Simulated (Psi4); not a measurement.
# [BCl2]+ (SMILES Cl[B+]Cl) at M06-L/cc-pVTZ

Aim: the vertical singlet–triplet gap of [BCl2]+ at M06-L/cc-pVTZ, from 2 runs. 

The calculation is run with Psi4 1.11.

## Step 1: Starting point

The species is [BCl2]+ (3 atoms), meant as a singlet with charge +1. SMILES: `Cl[B+]Cl`. Geometry: relaxed at PBE0-D4/def2-TZVP.

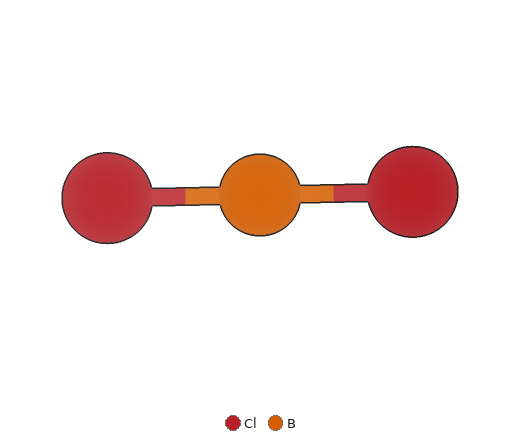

The structure, seen from a chosen angle (chlorine red, boron orange).

## Step 2: A single-point energy at M06-L/cc-pVTZ

The input, calc.in:

```
memory 2200 MB

molecule system {
  1 1
  Cl    -1.267920     0.785680    -0.605300
  B      0.000010     0.000020     0.000000
  Cl     1.267910    -0.785700     0.605290
  symmetry c1
  no_reorient
  no_com
}

set {
  basis                cc-pVTZ
  puream               true
  e_convergence        1e-09
  d_convergence        1e-08
  scf_type             pk
  dft_radial_points    99
  dft_spherical_points 590
}

result, w = energy("m06-l", return_wfn=True)
oeprop(w, "LOWDIN_CHARGES", "MULLIKEN_CHARGES", "MAYER_INDICES")
```

Started as:

```bash
$ psi4 -n 1 calc.in calc.out
```

calc.out:

```text
[...]
  Running in c1 symmetry.
[...]
  Nuclear repulsion =  103.386300936329633
[...]
  Multiplicity = 1
[...]
  Nalpha       = 19
  Nbeta        = 19
[...]
    Number of basis functions: 98
[...]
   @RKS iter   1:  -944.97968466579846    3.72762e-01   3.24923e-03 DIIS/ADIIS
[...]
   @RKS iter  10:  -945.02433621170155   -2.84217e-12   2.07930e-09 DIIS
[...]
    Orbital Energies [Eh]
    ---------------------
    Doubly Occupied:
       1A   -101.500584     2A   -101.500580     3A     -9.717183
       4A     -9.717183     5A     -7.423610     6A     -7.423608
       7A     -7.417255     8A     -7.417255     9A     -7.417255
      10A     -7.417255    11A     -7.048047    12A     -1.119513
      13A     -1.105770    14A     -0.744902    15A     -0.698541
      16A     -0.634611    17A     -0.634611    18A     -0.585627
      19A     -0.585627
[...]
  @RKS Final Energy:  -945.02433621170155
   => Energetics <=
    Nuclear Repulsion Energy =            103.3863009363296328
    One-Electron Energy =               -1498.6070173515918214
    Two-Electron Energy =                 510.5211313440928507
    DFT Exchange-Correlation Energy =     -60.3247511405322356
    Empirical Dispersion Energy =           0.0000000000000000
    VV10 Nonlocal Energy =                  0.0000000000000000
    Total Energy =                       -945.0243362117015522
[...]
 Multipole Moments:
 ------------------------------------------------------------------------------------
     Multipole            Electronic (a.u.)      Nuclear  (a.u.)        Total (a.u.)
 ------------------------------------------------------------------------------------
 L = 1.  Multiply by 2.5417464519 to convert [e a0] to [Debye]
 Dipole X            :          0.0002289           -0.0002268            0.0000021
 Dipole Y            :          0.0004649           -0.0004535            0.0000113
 Dipole Z            :          0.0003153           -0.0003213           -0.0000060
 Magnitude           :                                                    0.0000130
[...]
  Mulliken Charges: (a.u.)
   Center  Symbol    Alpha    Beta     Spin     Total
       1    CL     8.34096  8.34096  0.00000  0.31808
       2     B     2.31808  2.31808  0.00000  0.36384
       3    CL     8.34096  8.34096  0.00000  0.31808
   Total alpha = 19.00000, Total beta = 19.00000, Total charge =  1.00000
  Lowdin Charges: (a.u.)
   Center  Symbol    Alpha    Beta     Spin     Total
       1    CL     8.01240  8.01240  0.00000  0.97519
       2     B     2.97519  2.97519  0.00000 -0.95038
       3    CL     8.01241  8.01241  0.00000  0.97519
[...]
```

It took 16 s on 1 thread of Intel Xeon 6975P-C (Granite Rapids), shared host; peak memory 1.1 GiB.

## Step 3: The triplet: energy and gradient at UM06-L/cc-pVTZ

The input, bcl2.json:

```json
{
 "schema_name": "qcschema_input",
 "schema_version": 1,
 "molecule": {
  "schema_name": "qcschema_molecule",
  "schema_version": 2,
  "symbols": ["Cl", "B", "Cl"],
  "geometry": [-2.39602155, 1.48472002, -1.14385122, 1.89e-05, 3.779e-05, 0.0, 2.39600265, -1.48475782, 1.14383233],
  "molecular_charge": 1,
  "molecular_multiplicity": 3,
  "fix_symmetry": "c1"
 },
 "driver": "gradient",
 "model": {
  "method": "m06-l",
  "basis": "cc-pVTZ"
 },
 "keywords": {
  "reference": "uks",
  "puream": true,
  "e_convergence": 1e-09,
  "d_convergence": 1e-08,
  "scf_type": "pk",
  "dft_radial_points": 99,
  "dft_spherical_points": 590,
  "maxiter": 100
 }
}
```

Started as:

```bash
$ psi4 --qcschema bcl2.json -n 1 --memory 2200MB
```

stdout:

```text
[...]
  Running in c1 symmetry.
[...]
  Nuclear repulsion =  103.386300939243597
[...]
  Multiplicity = 3
[...]
  Nalpha       = 20
  Nbeta        = 18
[...]
    Number of basis functions: 98
[...]
   @UKS iter   1:  -944.68403640550480    6.68411e-01   4.48734e-03 DIIS/ADIIS
[...]
   @UKS iter  64:  -944.79012534514573   -2.38742e-12   1.75507e-09 DIIS
[...]
   @S^2 Observed:                2.006667996E+00
[...]
    Orbital Energies [Eh]
    ---------------------
    Alpha Occupied:
       1A   -101.531306     2A   -101.531301     3A     -9.743643
       4A     -9.743642     5A     -7.452722     6A     -7.452721
       7A     -7.447908     8A     -7.447907     9A     -7.441887
      10A     -7.441887    11A     -6.962163    12A     -1.139863
      13A     -1.127528    14A     -0.753409    15A     -0.706106
      16A     -0.666418    17A     -0.642337    18A     -0.623143
      19A     -0.603489    20A     -0.351103
    Alpha Virtual:
      21A     -0.308369    22A     -0.246321    23A     -0.084723
      24A     -0.076622    25A     -0.031188    26A     -0.000099
[...]
  @UKS Final Energy:  -944.79012534514573
   => Energetics <=
    Nuclear Repulsion Energy =            103.3863009392435970
    One-Electron Energy =               -1497.9714123486719473
    Two-Electron Energy =                 510.1085695273113743
    DFT Exchange-Correlation Energy =     -60.3135834630286425
    Empirical Dispersion Energy =           0.0000000000000000
    VV10 Nonlocal Energy =                  0.0000000000000000
    Total Energy =                       -944.7901253451457251
[...]
 Multipole Moments:
 ------------------------------------------------------------------------------------
     Multipole            Electronic (a.u.)      Nuclear  (a.u.)        Total (a.u.)
 ------------------------------------------------------------------------------------
 L = 1.  Multiply by 2.5417464519 to convert [e a0] to [Debye]
 Dipole X            :         -0.0000062           -0.0000192           -0.0000254
 Dipole Y            :          0.0000121           -0.0000033            0.0000088
 Dipole Z            :          0.0000020            0.0000005            0.0000025
 Magnitude           :                                                    0.0000270
[...]
  -Total Gradient:
     Atom            X                  Y                   Z
    ------   -----------------  -----------------  -----------------
       1        0.000002858189    -0.000000759687     0.057335040196
       2       -0.000008087815     0.000001118742    -0.000001382839
       3        0.000005237530    -0.000000348130    -0.057333658137
[...]
```

The result, in JSON:

```text
{
 "driver": "gradient",
 "model": {
  "method": "m06-l",
  "basis": "cc-pVTZ"
 },
 "success": true,
 "return_result": [2.8581887705173924e-06, -7.59686877873701e-07, 0.05733504019558866, -8.087814610900621e-06, 1.1187423362562175e-06, -1.3828389101217254e-06, 5.237530258134879e-06, -3.48129548945496e-07, -0.057333658137058596],
 "properties": {
  "calcinfo_nbasis": 98,
  "calcinfo_nmo": 98,
  "calcinfo_nalpha": 20,
  "calcinfo_nbeta": 18,
  "calcinfo_natom": 3,
  "nuclear_repulsion_energy": 103.3863009392436,
  "return_energy": -944.7901253451457,
  "return_gradient": [2.8581887705173924e-06, -7.59686877873701e-07, 0.05733504019558866, -8.087814610900621e-06, 1.1187423362562175e-06, -1.3828389101217254e-06, 5.237530258134879e-06, -3.48129548945496e-07, -0.057333658137058596],
  "scf_one_electron_energy": -1497.971412348672,
  "scf_two_electron_energy": 510.1085695273114,
  "scf_xc_energy": -60.31358346302864,
  "scf_dipole_moment": [-2.5412032965557618e-05, 8.759492691766949e-06, 2.5455776706803135e-06],
  "scf_total_energy": -944.7901253451457,
  "scf_total_gradient": [2.8581887705173924e-06, -7.59686877873701e-07, 0.05733504019558866, -8.087814610900621e-06, 1.1187423362562175e-06, -1.3828389101217254e-06, 5.237530258134879e-06, -3.48129548945496e-07, -0.057333658137058596],
  "scf_iterations": 64
 }
}
```

It took 1.8 min on 1 thread of Intel Xeon 6975P-C (Granite Rapids), shared host; peak memory 1.1 GiB.

## Step 4: Results

Level: M06-L/cc-pVTZ.

```
                                        quantity          value
                           singlet: total energy  -945.02434 Eh
                            singlet: HOMO energy      -15.94 eV
                            singlet: LUMO energy       -8.84 eV
                          singlet: HOMO–LUMO gap        7.10 eV
                           triplet: total energy  -944.79013 Eh
     triplet: HOMO energy (highest over α and β)       -9.55 eV
                                   triplet: ⟨S²⟩          2.007
               triplet: largest force on an atom     2.948 eV/Å
vertical energy of the triplet above the singlet       6.373 eV
```

In words: At this shape the triplet lies 6.37 eV (615 kJ/mol) above the singlet.
